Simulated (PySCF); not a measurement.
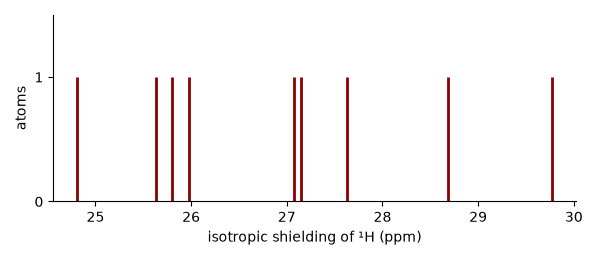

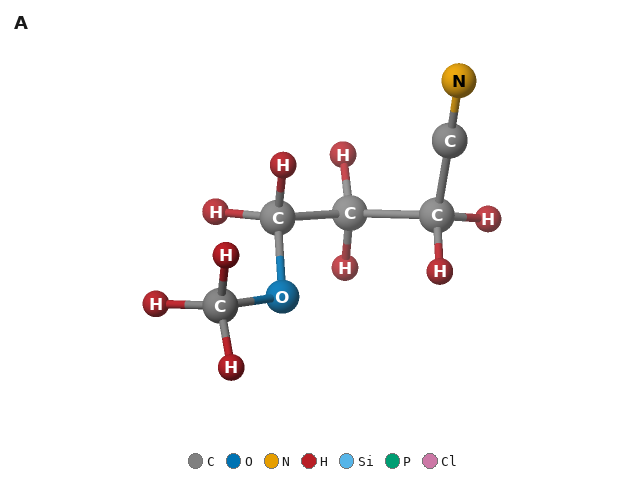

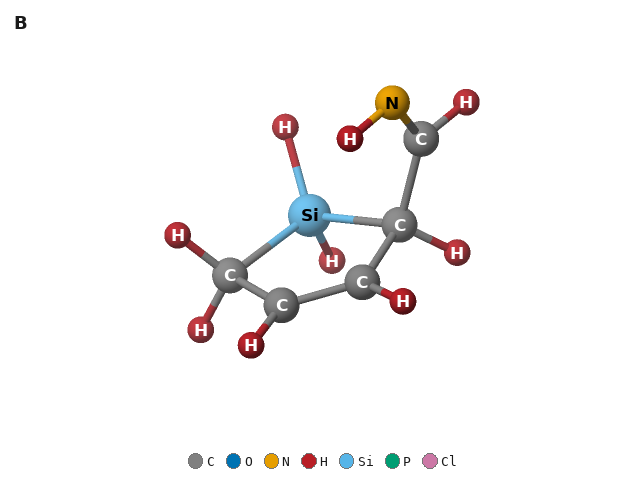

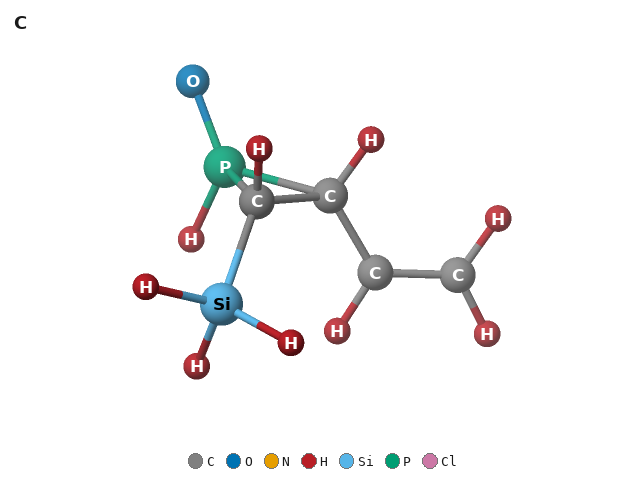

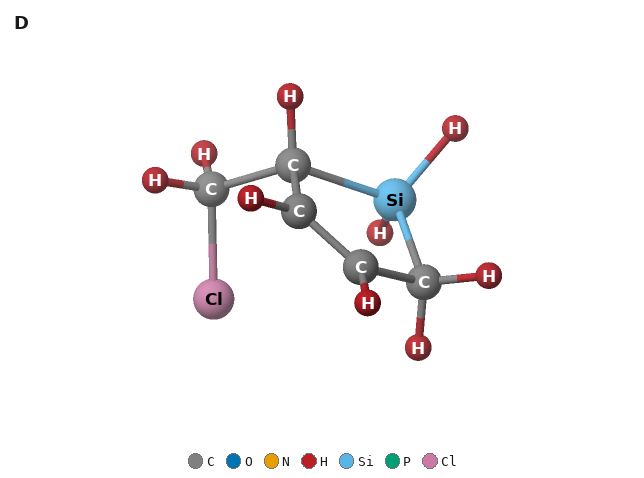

The sticks are computed shieldings of one of the molecules, for one fixed geometry (PBE0-D3(BJ)/def2-SVP) without averaging over rotations. Low shielding means a high chemical shift. Method: GIAO PBE0/pcSseg-1 NMR shielding, non-relativistic, gas phase (PySCF 2.14.0).

Which molecule gives this pattern?

C, `C=C[C@@H]1[C@H]([SiH3])[P@H]1=O`. Its 9 H atoms give lines at 24.81, 25.63, 25.80, 25.97, 27.07, 27.15, 27.63, 28.69, 29.77 ppm.

The geometry is semi-empirical. Around Si such bond lengths and angles can be off by a tenth of an ångström or more and by several degrees, and values that hang on the shape move with them.
